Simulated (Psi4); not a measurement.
# CrF3 (SMILES [F][Cr]([F])[F]): UTPSS/def2-SVP

What is the vertical ionisation energy of CrF3 at UTPSS/def2-SVP? Input form: a QCSchema input.

The results are computed with Psi4 1.11.

2 further runs of the same task are left out: 2 that didn't finish.

### 1 The molecule

CrF3: 4 atoms, total charge 0, spin state quartet. As SMILES, `[F][Cr]([F])[F]`. The shape comes from GFN2-xTB, which is rough for such elements, and wasn't checked as a minimum.

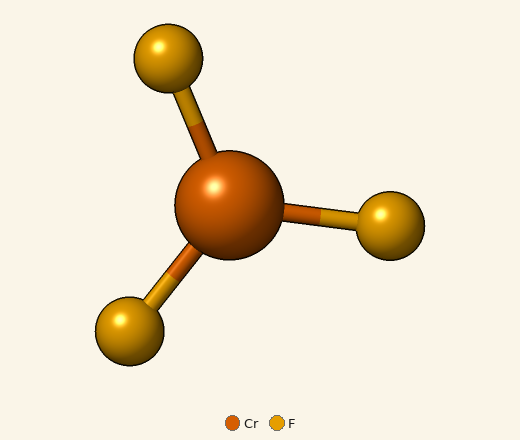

Viewed from a chosen angle; chromium orange, fluorine amber.

### 2 Energy and gradient at UTPSS/def2-SVP

Contents of crf3.json:

```json
{
  "schema_name": "qcschema_input",
  "schema_version": 1,
  "molecule": {
    "schema_name": "qcschema_molecule",
    "schema_version": 2,
    "symbols": ["Cr", "F", "F", "F"],
    "geometry": [-0.00018897, -0.00013228, 0.00211649, 3.23097814, -0.04884942, 0.02256333, -1.57274346, 2.82272171, -0.03136945, -1.6580457, -2.77374001, 0.00668963],
    "molecular_charge": 0,
    "molecular_multiplicity": 4,
    "fix_symmetry": "c1"
  },
  "driver": "gradient",
  "model": {
    "method": "tpss",
    "basis": "def2-SVP"
  },
  "keywords": {
    "reference": "uks",
    "puream": true,
    "e_convergence": 1e-09,
    "d_convergence": 1e-08,
    "scf_type": "pk",
    "dft_radial_points": 99,
    "dft_spherical_points": 590,
    "maxiter": 200
  }
}
```

Launch:

```bash
psi4 --qcschema crf3.json -n 1 --memory 1600MB
```

stdout:

```text
[...]
                   'protocols': {'error_correction': {'default_policy': True, 'policies': None},
                                 'native_files': 'none',
[...]
  Running in c1 symmetry.
[...]
  Nuclear repulsion =  243.943519365514447
[...]
  Multiplicity = 4
[...]
  Nalpha       = 27
  Nbeta        = 24
[...]
    Number of basis functions: 73
[...]
   @UKS iter   1: -1341.56060500528019    1.43808e+00   3.48584e-02 DIIS/ADIIS
[...]
   @UKS iter  15: -1343.81078028725233   -1.81899e-12   2.53354e-09 DIIS
[...]
   @S^2 Observed:                3.774129299E+00
[...]
    Orbital Energies [Eh]
    ---------------------
    Alpha Occupied:
       1A   -215.091885     2A    -24.515725     3A    -24.425031
       4A    -24.425004     5A    -24.424989     6A    -20.831804
       7A    -20.831801     8A    -20.816250     9A     -2.907894
      10A     -1.887741    11A     -1.887733    12A     -1.865579
      13A     -1.071816    14A     -1.061106    15A     -1.061080
      16A     -0.436483    17A     -0.436481    18A     -0.424940
      19A     -0.401143    20A     -0.401100    21A     -0.379159
      22A     -0.378338    23A     -0.378325    24A     -0.360768
      25A     -0.237209    26A     -0.232973    27A     -0.232963
    Alpha Virtual:
[...]
  @UKS Final Energy: -1343.81078028725233
   => Energetics <=
    Nuclear Repulsion Energy =            243.9435193655144474
    One-Electron Energy =               -2339.5726091665310378
    Two-Electron Energy =                 831.8862663128106760
    DFT Exchange-Correlation Energy =     -80.0679567990463426
    Empirical Dispersion Energy =           0.0000000000000000
    VV10 Nonlocal Energy =                  0.0000000000000000
    Total Energy =                      -1343.8107802872523280
[...]
 Multipole Moments:
 ------------------------------------------------------------------------------------
     Multipole            Electronic (a.u.)      Nuclear  (a.u.)        Total (a.u.)
 ------------------------------------------------------------------------------------
 L = 1.  Multiply by 2.5417464519 to convert [e a0] to [Debye]
 Dipole X            :         -0.0004779            0.0000798           -0.0003980
 Dipole Y            :         -0.0003358            0.0000559           -0.0002799
 Dipole Z            :          0.0035821           -0.0008939            0.0026882
 Magnitude           :                                                    0.0027319
[...]
  -Total Gradient:
     Atom            X                  Y                   Z
    ------   -----------------  -----------------  -----------------
       1       -0.000069344745    -0.000055890334    -0.000000409443
       2       -0.004592299613     0.000031796399    -0.000034998795
       3        0.002228688968    -0.003967711869     0.000037867285
       4        0.002469558296     0.004049705176    -0.000010228928
[...]
```

The result, in JSON:

```text
{
 "driver": "gradient",
 "model": {
  "method": "tpss",
  "basis": "def2-SVP"
 },
 "success": true,
 "return_result": [-6.934474478719362e-05, -5.589033429721047e-05, -4.09442771907994e-07, -0.004592299612720202, 3.1796399178364576e-05, -3.4998794758716364e-05, 0.002228688968465925, -0.003967711868820847, 3.786728525212099e-05, 0.002469558295662047, 0.0040497051764178255, -1.022892845247721e-05],
 "properties": {
  "calcinfo_nbasis": 73,
  "calcinfo_nmo": 73,
  "calcinfo_nalpha": 27,
  "calcinfo_nbeta": 24,
  "calcinfo_natom": 4,
  "nuclear_repulsion_energy": 243.94351936551445,
  "return_energy": -1343.8107802872523,
  "return_gradient": [-6.934474478719362e-05, -5.589033429721047e-05, -4.09442771907994e-07, -0.004592299612720202, 3.1796399178364576e-05, -3.4998794758716364e-05, 0.002228688968465925, -0.003967711868820847, 3.786728525212099e-05, 0.002469558295662047, 0.0040497051764178255, -1.022892845247721e-05],
  "scf_one_electron_energy": -2339.572609166531,
  "scf_two_electron_energy": 831.8862663128107,
  "scf_xc_energy": -80.06795679904634,
  "scf_dipole_moment": [-0.00039804276185083365, -0.0002798862284076331, 0.0026881855233878192],
  "scf_total_energy": -1343.8107802872523,
  "scf_total_gradient": [-6.934474478719362e-05, -5.589033429721047e-05, -4.09442771907994e-07, -0.004592299612720202, 3.1796399178364576e-05, -3.4998794758716364e-05, 0.002228688968465925, -0.003967711868820847, 3.786728525212099e-05, 0.002469558295662047, 0.0040497051764178255, -1.022892845247721e-05],
  "scf_iterations": 15
 }
}
```

It took 31 s on 1 thread of Intel Xeon Platinum 8488C (Sapphire Rapids), shared host; peak memory 1.1 GiB.

### 3 The triplet cation: the energy at UTPSS/def2-SVP

Contents of job.json:

```json
{
  "schema_name": "qcschema_input",
  "schema_version": 1,
  "molecule": {
    "schema_name": "qcschema_molecule",
    "schema_version": 2,
    "symbols": ["Cr", "F", "F", "F"],
    "geometry": [-0.00018897, -0.00013228, 0.00211649, 3.23097814, -0.04884942, 0.02256333, -1.57274346, 2.82272171, -0.03136945, -1.6580457, -2.77374001, 0.00668963],
    "molecular_charge": 1,
    "molecular_multiplicity": 3,
    "fix_symmetry": "c1"
  },
  "driver": "energy",
  "model": {
    "method": "tpss",
    "basis": "def2-SVP"
  },
  "keywords": {
    "reference": "uks",
    "puream": true,
    "e_convergence": 1e-09,
    "d_convergence": 1e-08,
    "scf_type": "pk",
    "dft_radial_points": 99,
    "dft_spherical_points": 590,
    "maxiter": 200
  }
}
```

Launch:

```bash
psi4 --qcschema job.json -n 1 --memory 1600MB
```

stdout:

```text
[...]
                   'protocols': {'error_correction': {'default_policy': True, 'policies': None},
                                 'native_files': 'none',
[...]
  Running in c1 symmetry.
[...]
  Nuclear repulsion =  243.943519365514447
[...]
  Multiplicity = 3
[...]
  Nalpha       = 26
  Nbeta        = 24
[...]
    Number of basis functions: 73
[...]
   @UKS iter   1: -1341.57598135083003    1.42271e+00   3.31637e-02 ADIIS/DIIS
[...]
   @UKS iter  30: -1343.41538677561994   -2.20552e-11   4.49399e-09 DIIS
[...]
   @S^2 Observed:                2.031863281E+00
[...]
    Orbital Energies [Eh]
    ---------------------
    Alpha Occupied:
       1A   -215.501082     2A    -24.918051     3A    -24.762292
       4A    -24.743965     5A    -24.743852     6A    -21.236541
       7A    -21.228692     8A    -21.225687     9A     -3.272594
      10A     -2.250103    11A     -2.239913    12A     -2.233780
      13A     -1.384525    14A     -1.370324    15A     -1.365390
      16A     -0.758515    17A     -0.750336    18A     -0.734218
      19A     -0.711287    20A     -0.709069    21A     -0.680814
      22A     -0.677288    23A     -0.677087    24A     -0.659389
      25A     -0.584523    26A     -0.573369
    Alpha Virtual:
[...]
  @UKS Final Energy: -1343.41538677561994
   => Energetics <=
    Nuclear Repulsion Energy =            243.9435193655144474
    One-Electron Energy =               -2322.2603905039195524
    Two-Electron Energy =                 814.4070301134167948
    DFT Exchange-Correlation Energy =     -79.5055457506315690
    Empirical Dispersion Energy =           0.0000000000000000
    VV10 Nonlocal Energy =                  0.0000000000000000
    Total Energy =                      -1343.4153867756199361
[...]
 Multipole Moments:
 ------------------------------------------------------------------------------------
     Multipole            Electronic (a.u.)      Nuclear  (a.u.)        Total (a.u.)
 ------------------------------------------------------------------------------------
 L = 1.  Multiply by 2.5417464519 to convert [e a0] to [Debye]
 Dipole X            :          0.0841282            0.0000798            0.0842081
 Dipole Y            :         -0.0019077            0.0000559           -0.0018519
 Dipole Z            :          0.0046659           -0.0008939            0.0037719
 Magnitude           :                                                    0.0843128
[...]
```

The result, in JSON:

```text
{
 "driver": "energy",
 "model": {
  "method": "tpss",
  "basis": "def2-SVP"
 },
 "success": true,
 "return_result": -1343.41538677562,
 "properties": {
  "calcinfo_nbasis": 73,
  "calcinfo_nmo": 73,
  "calcinfo_nalpha": 26,
  "calcinfo_nbeta": 24,
  "calcinfo_natom": 4,
  "nuclear_repulsion_energy": 243.94351936551445,
  "return_energy": -1343.41538677562,
  "scf_one_electron_energy": -2322.2603905039196,
  "scf_two_electron_energy": 814.4070301134168,
  "scf_xc_energy": -79.50554575063157,
  "scf_dipole_moment": [0.08420805229510167, -0.0018518574314312086, 0.00377192633430384],
  "scf_total_energy": -1343.41538677562,
  "scf_iterations": 30
 }
}
```

It took 77 s on 1 thread of Intel Xeon Platinum 8488C (Sapphire Rapids), shared host; peak memory 1.1 GiB.

### 4 Outcome

At UTPSS/def2-SVP:

```
                                          quantity           value
                        quartet CrF3: total energy  -1343.81078 Eh
                       quartet CrF3: dipole moment          0.01 D
  quartet CrF3: HOMO energy (highest over α and β)        -6.34 eV
   quartet CrF3: LUMO energy (lowest over α and β)        -4.48 eV
                                quartet CrF3: ⟨S²⟩           3.774
            quartet CrF3: largest force on an atom      0.244 eV/Å
                      triplet cation: total energy  -1343.41539 Eh
triplet cation: HOMO energy (highest over α and β)       -15.60 eV
 triplet cation: LUMO energy (lowest over α and β)       -15.10 eV
                              triplet cation: ⟨S²⟩           2.032
vertical ionisation energy (to the triplet cation)       10.759 eV
```

Removing an electron at fixed nuclei costs 10.76 eV (248 kcal/mol).
